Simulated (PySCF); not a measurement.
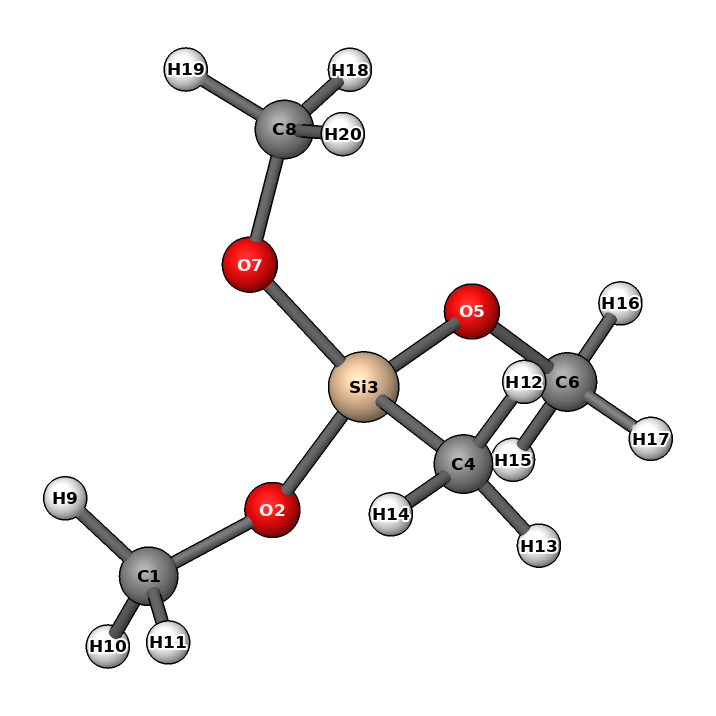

The questions are on isotropic NMR shieldings of the C atoms. Computed geometry: PBE0-D3(BJ)/def2-SVP optimisation. No frequency run is at hand to confirm it as a minimum. Method: GIAO HF/pcSseg-1 NMR shielding, non-relativistic, gas phase (PySCF 2.14.0).

List the isotropic NMR shieldings of the C atoms.

```json
{"atom": "C1", "σ (ppm)": "144.3"}
{"atom": "C4", "σ (ppm)": "199.7"}
{"atom": "C6", "σ (ppm)": "144.4"}
{"atom": "C8", "σ (ppm)": "144.4"}
```
